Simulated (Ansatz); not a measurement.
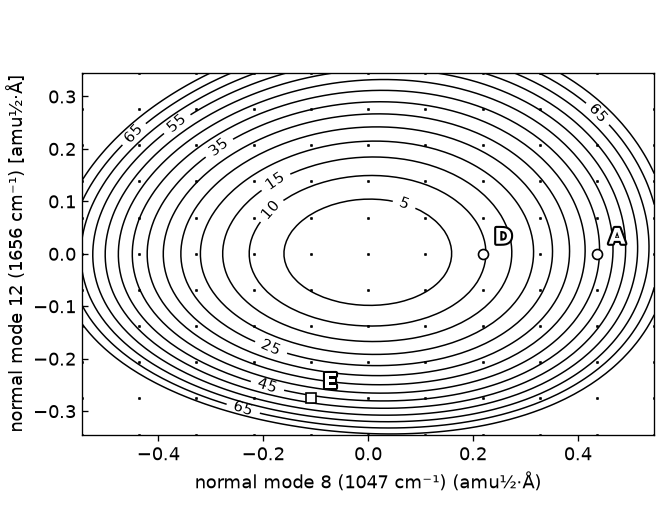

C2H3BO, SMILES B1C=CO1. 
- Coordinates scanned: (1) normal mode 8 (1047 cm⁻¹); (2) normal mode 12 (1656 cm⁻¹).
- Nothing is relaxed (straight displacements along the two mass-weighted modes).
- The scan uses an 11 × 11 grid.
- Points are written as (first, second).
- Energies are in kJ/mol, from the lowest grid point.
- Level of theory: RKS BHLYP-D4/def2-TZVP in Ansatz 0.2.0.

The picture shows contour lines labelled in kJ/mol (none above 70), dots at the grid points, lettered points. Between grid points the surface is interpolated.

Is E the lowest point of the computed grid?

Answer. No. E lies 47 kJ/mol above the lowest grid point, which is at (0.000 amu½·Å, 0.000 amu½·Å).

Rank the lettered points by energy, lowest first.

Answer. D (9 kJ/mol), A (39 kJ/mol), E (47 kJ/mol).

What kind of point is each of A, D, E: minimum, saddle, maximum or slope?

Answer. A: on a slope; D: on a slope; E: on a slope. (In these two coordinates alone; a stationary point may lie a little off the grid point.)
